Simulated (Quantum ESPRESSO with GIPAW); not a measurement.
# Solid-state NMR of K2TeOF4 by GIPAW

Wanted: NMR shieldings for each site of K2TeOF4.

Program: Quantum ESPRESSO with GIPAW 8.0dev (patched build). Level of theory: DFT, PBEsol, plane-wave PAW (pslibrary 1.0.0 recipes), scalar-relativistic, GIPAW; a patched development version of the program. Results are calculated unless marked as measured.

**1. The structure**

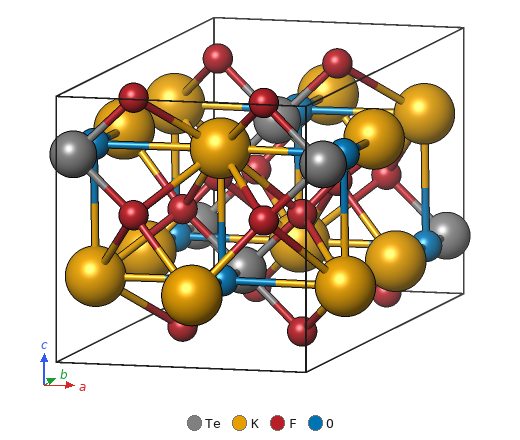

The cell as given, slightly off an axis (tellurium grey, potassium orange, fluorine red, oxygen blue). This picture shows the conventional cell, with its axes. Some periodic images of atoms are drawn too.

The cell is an entry of the Crystallography Open Database; it need not be the form that is stable at ambient conditions.

This structure had its atoms relaxed beforehand (DFT, PBEsol, plane-wave PAW (pslibrary 1.0.0 recipes), Quantum ESPRESSO with GIPAW), starting from the database entry, since shieldings follow bond lengths closely.

**2. The SCF step**

First the ground state. The response equations take the occupied wavefunctions as exact, so conv_thr is set much tighter than for an energy. No empty states are asked for: the response is solved without them. The mesh has a spacing of 0.37 Å⁻¹ at most. The PAW files were made with ld1.x from the pslibrary 1.0.0 recipes, with GIPAW reconstruction switched on (the recipe of F slightly mended, as the packaged one fails to give a sound file).

scf.in

```
&control
  calculation = 'scf'
  prefix = 'x'
  outdir = './tmp/'
  pseudo_dir = './'
/
&system
  ibrav = 0
  nat = 16
  ntyp = 4
  ecutwfc = 55
  ecutrho = 330
  nbnd = 58
/
&electrons
  conv_thr = 1.0d-10
  mixing_beta = 0.7
  electron_maxstep = 100
/
ATOMIC_SPECIES
  Te 127.600 Te.pbesol-n-kjpaw_psl.1.0.0-gipaw.UPF
  K 39.098 K.pbesol-spn-kjpaw_psl.1.0.0-gipaw.UPF
  F 18.998 F.pbesol-n-kjpaw_psl.1.0.0-gipaw.UPF
  O 15.999 O.pbesol-n-kjpaw_psl.1.0.0-gipaw.UPF
CELL_PARAMETERS angstrom
  3.15010000 -6.99430000 0.00000000
  3.15010000 6.99430000 0.00000000
  0.00000000 0.00000000 6.51700000
ATOMIC_POSITIONS crystal
  Te 0.89179776 0.10820224 0.75000000
  Te 0.10820224 0.89179776 0.25000000
  K 0.24990487 0.75009513 0.75000000
  K 0.75009513 0.24990487 0.25000000
  K 0.56854903 0.43145097 0.75000000
  K 0.43145097 0.56854903 0.25000000
  F 0.64903602 0.87227246 0.97095506
  F 0.35096398 0.12772754 0.47095506
  F 0.87227246 0.64903602 0.02904494
  F 0.12772754 0.35096398 0.52904494
  F 0.35096398 0.12772754 0.02904494
  F 0.64903602 0.87227246 0.52904494
  F 0.12772754 0.35096398 0.97095506
  F 0.87227246 0.64903602 0.47095506
  O 0.76140083 0.23859917 0.75000000
  O 0.23859917 0.76140083 0.25000000
K_POINTS automatic
  3 3 3 0 0 0
```

Run with:

```console
> mpirun -np 4 pw.x -nk 4 -in scf.in > scf.out
```

The program printed:

```text
[...]
as large as its charge; the limit is 4.5
     Functions over the limit replaced by smooth ones with the moment of the charge, as mend_augmentation asks: 2
     This moves results (see INPUT_PW). Waves and levels in the save fit builds from 8.0dev_s219 on
     using ibrav=0 with symmetry is DISCOURAGED, use correct ibrav instead

     bravais-lattice index     =            0
     lattice parameter (alat)  =      14.4960  a.u.
     unit-cell volume          =    1937.9515 (a.u.)^3
     number of atoms/cell      =           16
     number of atomic types    =            4
     number of electrons       =       116.00
     number of Kohn-Sham states=           58
     kinetic-energy cutoff     =      55.0000  Ry
     charge density cutoff     =     330.0000  Ry
     scf convergence threshold =      1.0E-10
     mixing beta               =       0.7000
     number of iterations used =            8  plain     mixing
     Exchange-correlation= SLA-PW-PSX-PSC
                           (   1   4  10   8   0   0   0)
[...]
Te                6.00   127.60000     Te( 1.00)
     K                 9.00    39.09800     K ( 1.00)
     F                 7.00    18.99800     F ( 1.00)
     O                 6.00    15.99900     O ( 1.00)

      8 Sym. Ops., with inversion, found ( 4 have fractional translation)
[...]
number of k points=     8
[...]
Dense  grid:   196201 G-vectors     FFT dimensions: (  90,  90,  72)

     Smooth grid:   106737 G-vectors     FFT dimensions: (  72,  72,  60)

     Check: negative core charge=   -0.000002

     Initial potential from superposition of free atoms

     starting charge     115.9253, renormalised to     116.0000
     Starting wfcs are   80 randomized atomic wfcs

     Self-consistent Calculation

     iteration #  1     ecut=    55.00 Ry     beta= 0.70
     Davidson diagonalization with overlap
     ethr =  1.00E-02,  avg # of iterations =  2.0

     total energy              =   -1710.60599238 Ry
     estimated scf accuracy    <       3.49280165 Ry

     iteration #  2     ecut=    55.00 Ry     beta= 0.70
     Davidson diagonalization with overlap
     ethr =  3.01E-03,  avg # of iterations =  6.8

     total energy              =   -1710.46093002 Ry
     estimated scf accuracy    <      10.53047615 Ry

     iteration #  3     ecut=    55.00 Ry     beta= 0.70
     Davidson diagonalization with overlap
     ethr =  3.01E-03,  avg # of iterations =  5.9

     total energy              =   -1712.54137856 Ry
     estimated scf accuracy    <       0.58832939 Ry

[...]
total energy              =   -1712.61943335 Ry
[...]
iteration # 15     ecut=    55.00 Ry     beta= 0.70
     Davidson diagonalization with overlap
     ethr =  1.38E-12,  avg # of iterations =  6.0

     total energy              =   -1712.61943335 Ry
     estimated scf accuracy    <          3.2E-10 Ry

     iteration # 16     ecut=    55.00 Ry     beta= 0.70
     Davidson diagonalization with overlap
     ethr =  2.73E-13,  avg # of iterations =  6.0

     End of self-consistent calculation
     [one-electron energies left out]

!    total energy              =   -1712.61943335 Ry
     total all-electron energy =    -33872.179103 Ry
     estimated scf accuracy    <          1.0E-11 Ry

     The total energy is the sum of the following terms:
     one-electron contribution =    -319.49178768 Ry
     hartree contribution      =     222.88509348 Ry
     xc contribution           =    -168.12272152 Ry
     ewald contribution        =    -470.18258071 Ry
     one-center paw contrib.   =    -977.70743692 Ry

     convergence has been achieved in  16 iterations
[...]
JOB DONE.
```

Wall time 90 s (4 MPI ranks of Arm Neoverse V2, shared host); peak memory 1.7 GiB; 6 min of CPU time.

It converged in 16 cycles to an estimated accuracy of 1e-11 Ry, on 8 irreducible k-points.

**3. Shieldings**

A uniform field breaks periodicity, so gipaw.x applies it as a wave of small q and takes the limit. It solves for the first-order states, builds the induced current and gets the field at each nucleus by Biot–Savart; the PAW spheres add what the smooth waves miss near the nuclei. pawproj makes the reconstruction use the PAW data sets' own projectors.

nmr.in

```
&inputgipaw
  job = 'nmr'
  prefix = 'x'
  tmp_dir = './tmp/'
  restart_mode = 'from_scratch'
  verbosity = 'low'
  q_gipaw = 0.01
  spline_ps = .true.
  conv_threshold = 1.0d-11
  use_nmr_macroscopic_shape = .false.
  pawproj(1) = .true.
  pawproj(2) = .true.
  pawproj(3) = .true.
  pawproj(4) = .true.
/
```

Run with:

```console
> mpirun -np 4 gipaw.x -in nmr.in > nmr.out
```

The program printed:

```text
[banner, memory and clock lines left out]
[a note of our patched build left out]

     Parallelizing q-star over 1 images

     IMPORTANT: XC functional enforced from input :
     Exchange-correlation= PBESOL
                           (   1   4  10   8   0   0   0)
     Any further DFT definition will be discarded
     Please, verify this is what you really want

     In Te.pbesol-n-kjpaw_psl.1.0.0-gipaw.UPF the largest augmentation function (projectors 2 and 3, L = 1) is 8.4 times
     as large as its charge; the limit is 4.5
     Functions over the limit replaced by smooth ones with the moment of the charge, as in the saved run: 2

     Check: negative core charge=   -0.000002
[...]
projs nearly linearly dependent: l=0  n1,n2= 1, 2  s=  0.99583929
[...]
alpha_pv=     54.1856 eV

     spline_ps is .false., expect some extrapolation errors

     q-space interpolation up to    66.00 Rydberg

     GIPAW job: nmr
     NMR macroscopic correction: no
[...]
Computing the magnetic susceptibility     isolve=0    ethr=  0.1000E-10
     Starting from scratch
     k-point #    1 of     8      pool #  1    cpu time:       2.1
[...]
End of magnetic susceptibility calculation

     f-sum rule (1st term):
          -108.5782         -0.0000          0.0000
             0.0000       -108.5097          0.0000
             0.0000          0.0000       -108.5753

     f-sum rule (2nd term):
            -3.8853          0.0000          0.0000
             0.0000         -3.9539          0.0000
             0.0000          0.0000         -3.8881

     f-sum rule (should be  -112.4383):
          -112.4635         -0.0000          0.0000
             0.0000       -112.4635          0.0000
             0.0000          0.0000       -112.4634

[... susceptibilities left out ...]
     Contributions to the NMR chemical shifts: -------------------------------

     Macroscopic shape contribution in ppm:                    0.00
             0.0000          0.0000          0.0000
             0.0000          0.0000          0.0000
             0.0000          0.0000          0.0000

     Core contribution in ppm:

     Atom  1  Te  pos: (  0.410654 -0.714476  0.637177)  core sigma:        5552.72
     Atom  2  Te  pos: (  0.410654  0.714476  0.212392)  core sigma:        5552.72
     Atom  3  K   pos: (  0.410654  0.456069  0.637177)  core sigma:        1192.38
     Atom  4  K   pos: (  0.410654 -0.456069  0.212392)  core sigma:        1192.38
     Atom  5  K   pos: (  0.410654 -0.125005  0.637177)  core sigma:        1192.38
     Atom  6  K   pos: (  0.410654  0.125005  0.212392)  core sigma:        1192.38
     Atom  7  F   pos: (  0.624731  0.203545  0.824894)  core sigma:         305.83
     Atom  8  F   pos: (  0.196576 -0.203545  0.400109)  core sigma:         305.83
     Atom  9  F   pos: (  0.624731 -0.203545  0.024676)  core sigma:         305.83
     Atom 10  F   pos: (  0.196576  0.203545  0.449461)  core sigma:         305.83
     Atom 11  F   pos: (  0.196576 -0.203545  0.024676)  core sigma:         305.83
     Atom 12  F   pos: (  0.624731  0.203545  0.449461)  core sigma:         305.83
     Atom 13  F   pos: (  0.196576  0.203545  0.824894)  core sigma:         305.83
     Atom 14  F   pos: (  0.624731 -0.203545  0.400109)  core sigma:         305.83
     Atom 15  O   pos: (  0.410654 -0.476686  0.637177)  core sigma:         270.50
     Atom 16  O   pos: (  0.410654  0.476686  0.212392)  core sigma:         270.50

     Bare contribution in ppm:

     Atom  1  Te  pos: (  0.410654 -0.714476  0.637177)  bare sigma:         -12.35
[...]
Atom  2  Te  pos: (  0.410654  0.714476  0.212392)  bare sigma:         -12.35
[...]
Atom  3  K   pos: (  0.410654  0.456069  0.637177)  bare sigma:         124.64
[...]
Atom  4  K   pos: (  0.410654 -0.456069  0.212392)  bare sigma:         124.64
[...]
Atom  5  K   pos: (  0.410654 -0.125005  0.637177)  bare sigma:         121.58
[...]
Atom  6  K   pos: (  0.410654  0.125005  0.212392)  bare sigma:         121.58
[...]
Atom  7  F   pos: (  0.624731  0.203545  0.824894)  bare sigma:          63.97
[...]
Atom  8  F   pos: (  0.196576 -0.203545  0.400109)  bare sigma:          63.97
[...]
Atom  9  F   pos: (  0.624731 -0.203545  0.024676)  bare sigma:          63.97
[...]
Atom 10  F   pos: (  0.196576  0.203545  0.449461)  bare sigma:          63.97
[...]
Atom 11  F   pos: (  0.196576 -0.203545  0.024676)  bare sigma:          63.97
[...]
Atom 12  F   pos: (  0.624731  0.203545  0.449461)  bare sigma:          63.97
[...]
Atom 13  F   pos: (  0.196576  0.203545  0.824894)  bare sigma:          63.97
[...]
Atom 14  F   pos: (  0.624731 -0.203545  0.400109)  bare sigma:          63.97
[...]
Atom 15  O   pos: (  0.410654 -0.476686  0.637177)  bare sigma:         -14.17
[...]
Atom 16  O   pos: (  0.410654  0.476686  0.212392)  bare sigma:         -14.17
[...]
Atom  3  K   pos: (  0.410654  0.456069  0.637177)  para_oo sigma:          -0.20
[...]
Atom  4  K   pos: (  0.410654 -0.456069  0.212392)  para_oo sigma:          -0.20
[...]
Atom  5  K   pos: (  0.410654 -0.125005  0.637177)  para_oo sigma:          -1.46
[...]
Atom  6  K   pos: (  0.410654  0.125005  0.212392)  para_oo sigma:          -1.46
[...]
Atom  7  F   pos: (  0.624731  0.203545  0.824894)  para_oo sigma:          -0.42
[...]
Atom  8  F   pos: (  0.196576 -0.203545  0.400109)  para_oo sigma:          -0.42
[...]
Atom  9  F   pos: (  0.624731 -0.203545  0.024676)  para_oo sigma:          -0.42
[...]
Atom 10  F   pos: (  0.196576  0.203545  0.449461)  para_oo sigma:          -0.42
[...]
Atom 11  F   pos: (  0.196576 -0.203545  0.024676)  para_oo sigma:          -0.42
[...]
Atom 12  F   pos: (  0.624731  0.203545  0.449461)  para_oo sigma:          -0.42
[...]
Atom 13  F   pos: (  0.196576  0.203545  0.824894)  para_oo sigma:          -0.42
[...]
Atom 14  F   pos: (  0.624731 -0.203545  0.400109)  para_oo sigma:          -0.42
[...]
Atom 15  O   pos: (  0.410654 -0.476686  0.637177)  para_oo sigma:          -6.22
[...]
Atom 16  O   pos: (  0.410654  0.476686  0.212392)  para_oo sigma:          -6.22
[...]
Paramagnetic US L_R Q_R contribution in ppm:

     Atom  1  Te  pos: (  0.410654 -0.714476  0.637177)  para_lq sigma:         447.51
[...]
Atom  2  Te  pos: (  0.410654  0.714476  0.212392)  para_lq sigma:         447.51
[...]
Atom  3  K   pos: (  0.410654  0.456069  0.637177)  para_lq sigma:         105.09
[...]
Atom  4  K   pos: (  0.410654 -0.456069  0.212392)  para_lq sigma:         105.09
[...]
Atom  5  K   pos: (  0.410654 -0.125005  0.637177)  para_lq sigma:         103.37
[...]
Atom  6  K   pos: (  0.410654  0.125005  0.212392)  para_lq sigma:         103.37
[...]
Atom  7  F   pos: (  0.624731  0.203545  0.824894)  para_lq sigma:        -327.11
[...]
Atom  8  F   pos: (  0.196576 -0.203545  0.400109)  para_lq sigma:        -327.11
[...]
Atom  9  F   pos: (  0.624731 -0.203545  0.024676)  para_lq sigma:        -327.11
[...]
Atom 10  F   pos: (  0.196576  0.203545  0.449461)  para_lq sigma:        -327.11
[...]
Atom 11  F   pos: (  0.196576 -0.203545  0.024676)  para_lq sigma:        -327.11
[...]
Atom 12  F   pos: (  0.624731  0.203545  0.449461)  para_lq sigma:        -327.11
[...]
Atom 13  F   pos: (  0.196576  0.203545  0.824894)  para_lq sigma:        -327.11
[...]
Atom 14  F   pos: (  0.624731 -0.203545  0.400109)  para_lq sigma:        -327.11
[...]
Atom 15  O   pos: (  0.410654 -0.476686  0.637177)  para_lq sigma:        -221.24
[...]
Atom 16  O   pos: (  0.410654  0.476686  0.212392)  para_lq sigma:        -221.24
[...]
Total NMR chemical shifts in ppm: ---------------------------------------
     (adopting the Simpson convention for anisotropy and asymmetry)-----------

     Atom  1  Te  pos: (  0.410654 -0.714476  0.637177)  Total sigma:        1209.54
           404.1144         -0.0000         -0.0000
            -0.0000       2666.1975          0.0000
            -0.0000          0.0000        558.3039

     Te      1    anisotropy:   2184.99    eta:    0.1059
[...]
Atom  2  Te  pos: (  0.410654  0.714476  0.212392)  Total sigma:        1209.54
[... its tensor is left out ...]
     Atom  3  K   pos: (  0.410654  0.456069  0.637177)  Total sigma:        1215.71
          1222.8105          0.0000          0.0000
            -0.0000       1208.1402          0.0000
             0.0000          0.0000       1216.1649

     K       3    anisotropy:    -11.35    eta:    0.8785
[...]
Atom  4  K   pos: (  0.410654 -0.456069  0.212392)  Total sigma:        1215.71
[... its tensor is left out ...]
     Atom  5  K   pos: (  0.410654 -0.125005  0.637177)  Total sigma:        1198.62
          1202.3635          0.0000         -0.0000
            -0.0000       1182.5256         -0.0000
            -0.0000         -0.0000       1210.9844

     K       5    anisotropy:    -24.15    eta:    0.5355
[...]
Atom  6  K   pos: (  0.410654  0.125005  0.212392)  Total sigma:        1198.62
[... its tensor is left out ...]
     Atom  7  F   pos: (  0.624731  0.203545  0.824894)  Total sigma:         148.06
           197.6874         -3.1144       -117.1080
            -1.9188         65.5906          2.0348
          -117.6848          6.3205        180.9120

     F       7    anisotropy:    238.53    eta:    0.0419
[...]
Atom  8  F   pos: (  0.196576 -0.203545  0.400109)  Total sigma:         148.06
[... its tensor is left out ...]
     Atom  9  F   pos: (  0.624731 -0.203545  0.024676)  Total sigma:         148.06
[... its tensor is left out ...]
     Atom 10  F   pos: (  0.196576  0.203545  0.449461)  Total sigma:         148.06
[... its tensor is left out ...]
     Atom 11  F   pos: (  0.196576 -0.203545  0.024676)  Total sigma:         148.06
[... its tensor is left out ...]
     Atom 12  F   pos: (  0.624731  0.203545  0.449461)  Total sigma:         148.06
[... its tensor is left out ...]
     Atom 13  F   pos: (  0.196576  0.203545  0.824894)  Total sigma:         148.06
[... its tensor is left out ...]
     Atom 14  F   pos: (  0.624731 -0.203545  0.400109)  Total sigma:         148.06
[... its tensor is left out ...]
     Atom 15  O   pos: (  0.410654 -0.476686  0.637177)  Total sigma:         -38.38
          -100.1048         -0.0000         -0.0000
            -0.0000         64.3901         -0.0000
            -0.0000         -0.0000        -79.4380

     O      15    anisotropy:    154.16    eta:    0.2011
[...]
Atom 16  O   pos: (  0.410654  0.476686  0.212392)  Total sigma:         -38.38
[... its tensor is left out ...]
```

The job ended after 22 min (4 MPI ranks; peak memory 0.95 GiB; 86 min of CPU time).

The f-sum rule is met to 0.025 of 112.4 (0.02 %). Converged shieldings require that this miss be small, but a small miss does not prove them. This build smooths some augmentation functions of the files as it reads them, which, it says, moves results; by how much was not measured here.

From the symmetric part of each tensor, with principal values σ11 ≤ σ22 ≤ σ33: σ_iso is their mean, the span is σ33 − σ11 and the skew 3(σ_iso − σ22)/span. (gipaw.x prints an anisotropy in another convention.)

```csv
site,atom no.,atoms in cell,σ_iso (ppm),span (ppm),skew
Te,1,2,1210,2262,0.86
K(1),3,2,1215.7,14.7,-0.09
K(2),5,2,1198.6,28.5,-0.39
F,7,8,148.1,241.9,0.94
O,15,2,-38.4,164.5,0.75
```

The macroscopic shape term is switched off. For a spherical sample the valence susceptibility of this run would add about 7 ppm to every site, a rough estimate, since the susceptibility converges slowly and lacks part of the PAW terms. Differences within the crystal don't depend on it, but shieldings of different compounds can't be compared to better than a few ppm without it.

In this run the largest span among the lighter atoms is that of F (site symmetry 1), with principal values 65.2, 71.9 and 307.1 ppm. On O the most shielded direction lies along its short bond to Te: a field along the bond can't mix the bonding orbital with those across it, so the paramagnetic term is smallest there.

17O and 39K also have a quadrupolar coupling here. It is not given: on PAW files the efg job of this gipaw.x leaves out the augmentation charge of neighbouring atoms and can miss by tens of per cent.

**4. NMR parameters by site**

Covalently bonded atoms count as neighbours within 1.18 times the sum of their radii. Otherwise a cation's neighbours lie within 1.2 times its shortest bond (1.3 for large cations, each anion's radius taken off where they differ), and an anion's are the cations that count it.

```csv
site,atom no.,atoms in cell,surroundings,bonds (Å),σ_iso (ppm)
Te,1,2,TeF4O,1.82 to 2.09,1210
K(1),3,2,KF8O4,2.92 to 3.26,1215.7
K(2),5,2,KF4O,2.52 to 2.70,1198.6
F,7,8,bound to TeK3,2.09 to 3.05,148.1
O,15,2,bound to TeK5,1.82 to 3.26,-38.4
```

By surroundings the K shieldings are 5-coordinate: 1198.6; 12-coordinate: 1215.7 ppm.

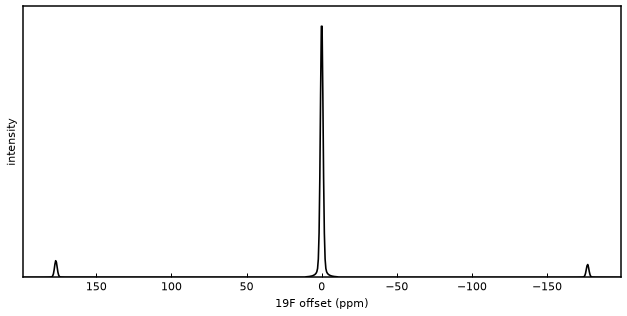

Simulated spectrum: 19F MAS at 100 kHz, 14.1 T (565.1 MHz), lines broadened by 2 ppm; the axis counts ppm from the isotropic position of F, as −Δσ; rigid lattice, with dipolar and J couplings left out. Lines over 1.5 % of the strongest (ppm: area): 177.0: 0.06, 0.0: 1.00, -177.0: 0.05. Spinning sidebands lie 177.0 ppm apart.

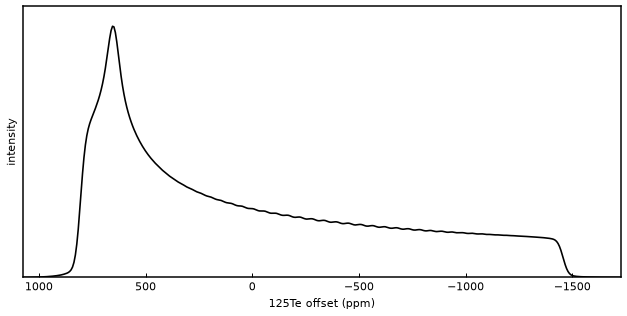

Simulated spectrum: 125Te static powder, 16.4 T (222.1 MHz), lines broadened by 45 ppm; the axis counts ppm from the isotropic position of Te, as −Δσ; rigid lattice, with dipolar and J couplings left out. Most prominent maxima (ppm: height): 655: 1.00.

**5. Summary of results**

* 19F shielding without shape term: 148.1 ppm
* 17O shielding without shape term: -38.4 ppm
* 125Te shielding without shape term: 1210 ppm
* 39K shielding without shape term: 1198.6, 1215.7 ppm

In words: 19F has one site (bound to TeK3), with isotropic shielding 148.1 ppm (shape term left out). A shift needs a reference, δ = σ_ref − σ, fixed on measured compounds; for 19F of this kind at this level too few were at hand, or they scattered too widely about a line, so none is given. No sound run at another cutoff or mesh is at hand, so convergence rests on the f-sum rule and on experience with these files. Spin-orbit coupling is missing, which matters for Te and for the light atoms bound to such centres. The scalar-relativistic files are used with non-relativistic response operators, which weighs most on the heavy atoms' own shieldings. This build of gipaw.x prints that it is not audited and that its numbers are no references by themselves. It also reports spline_ps as false although the input sets it; why was not traced.

[Banner, clock, file and message-heading lines were taken out of the pw.x and gipaw.x logs.]

[Logs are printed without paths, hosts, clocks, repeated set-up lines and the standing remarks that a program may print on its own settings, such as how far it seeks lower states.]

[Hosts, paths, dates, database ids (printed as entryN), source tags and the programs' standing remarks are cut or masked in the printed files.]

[Where no reference line passes its bar on scatter, no shift is given, so a measured shift of this compound may stand uncompared.]
